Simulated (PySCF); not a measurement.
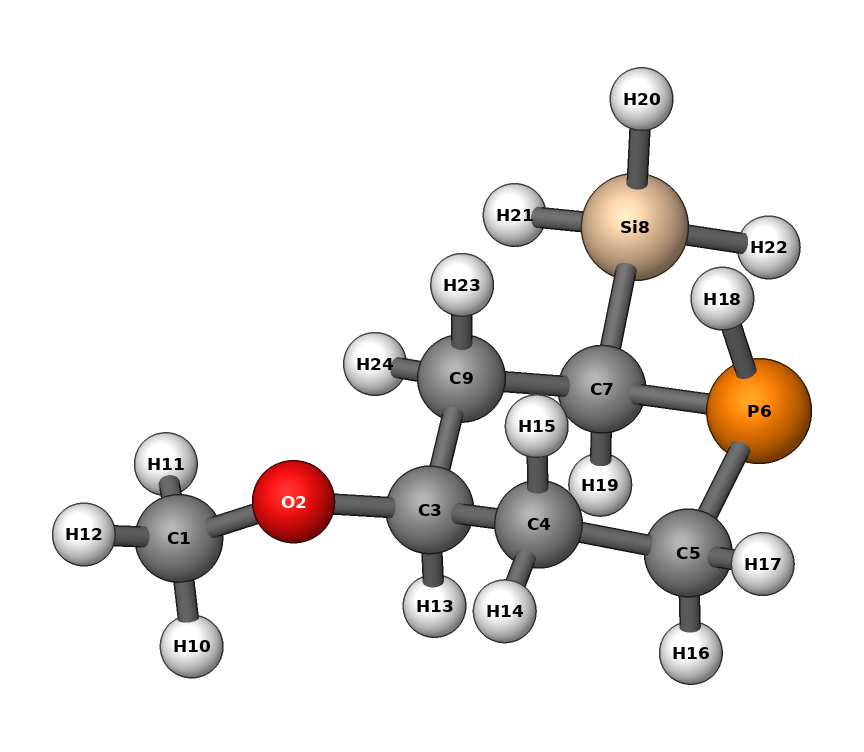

Computed geometry: GFN2-xTB optimisation. No frequency run is at hand to confirm it as a minimum. Method: GIAO PBE0/pcSseg-1 NMR shielding, non-relativistic, gas phase (PySCF 2.14.0). Principal shieldings σ11 ≤ σ22 ≤ σ33, span Ω = σ33 − σ11, skew κ = 3(σiso − σ22)/Ω.

Give the shielding tensors of the O atoms.

| atom | σ11 | σ22 | σ33 | σiso | Ω | κ |
| --- | --- | --- | --- | --- | --- | --- |
| O2 | 250.3 | 266.8 | 337.3 | 284.8 | 87.0 | 0.62 |

Shieldings and span in ppm.

The geometry is semi-empirical. Around P, Si such bond lengths and angles can be off by a tenth of an ångström or more and by several degrees, and values that hang on the shape move with them.
